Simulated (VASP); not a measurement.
Band structure of V (bcc). Computed with TPSS meta-GGA, VASP's PBE PAW potentials (set 64) (plane waves; VASP).

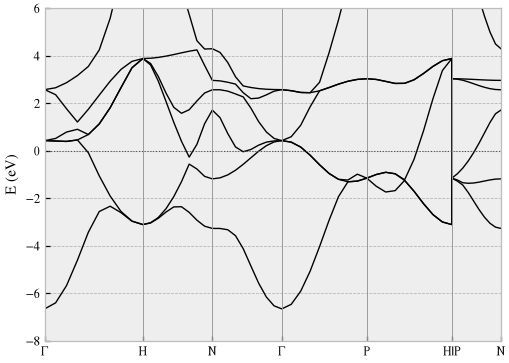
Fig. 1. Bands along high-symmetry lines, zero at the valence-band maximum or, without a gap, the Fermi level

### Question
Read the plot: is there a gap, and where are the band edges?

### Answer
It has no gap at this level: it comes out as a metal or semimetal.

The compound is V in the bcc structure. It was relaxed first, which changed the volume by -6 %. The run is not spin-polarised, so no magnetic state was tried.
